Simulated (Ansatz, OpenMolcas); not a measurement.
**How methods differ on CH6GaN (SMILES [CH3][GaH][NH2])**

The species is CH6GaN (9 atoms), meant as a singlet with charge 0. As SMILES, `[CH3][GaH][NH2]`. Geometry: relaxed at PBE0-D4/def2-TZVP.

```xyz
9

C    -0.2791    0.9447   -1.1248
Ga    0.5134   -0.5319   -0.1044
N    -0.0682   -0.8076    1.5968
H    -0.7560    0.5683   -2.0331
H     0.4934    1.6522   -1.4356
H    -1.0263    1.4835   -0.5401
H     1.6179   -1.5213   -0.6087
H     0.2765   -1.5366    2.1977
H    -0.7716   -0.2513    2.0522
```

Each level gives the vertical ionisation energy (to the doublet cation) (eV). The values are calculated.

```csv
level,kind,program,value (eV),less CCSD(T)/6-31G*,CPU time (all runs)
SVWN5/6-31G* (spherical functions),LDA,Ansatz,9.38,+0.35,13 s
revPBE/6-31G* (spherical functions),GGA,Ansatz,9.13,+0.10,24 s
TPSS/6-31G* (spherical functions),meta-GGA,OpenMolcas,9.29,+0.26,3.4 min
PBE0/6-31G* (spherical functions),global hybrid,OpenMolcas,9.30,+0.27,95 s
r2SCAN0/6-31G* (spherical functions),hybrid meta-GGA,Ansatz,9.20,+0.17,44 s
B3LYP/6-31G* (Cartesian functions),global hybrid,OpenMolcas,9.38,+0.35,2.2 min
RPA@PBE/6-31G* (spherical functions),RPA,Ansatz,8.78,-0.25,43 s
"CCSD(T)/6-31G* (spherical functions), open shells restricted",coupled cluster or CI,OpenMolcas,9.03,0.00,75 s
```

Differences are taken from CCSD(T)/6-31G* (spherical functions), open shells restricted for orientation; it has basis-set and higher-order errors of its own. All-electron rows without a relativistic Hamiltonian named are non-relativistic. The values span 8.78 to 9.38 eV. In the correlated wave-function rows the outer d shell of Ga is correlated, in sets not made for it. CPU times are rough (shared hosts, several kinds of processor and program).

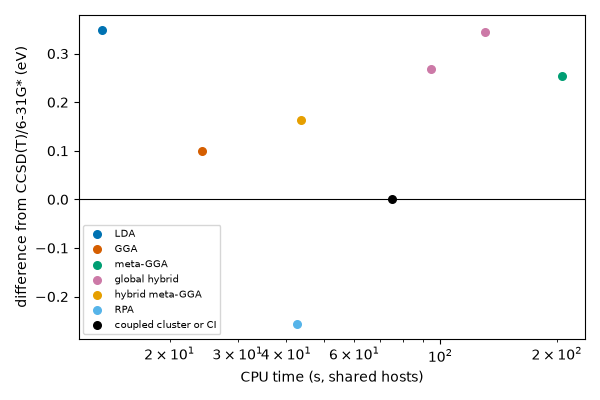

Difference from CCSD(T)/6-31G* against processor time, one point a level.
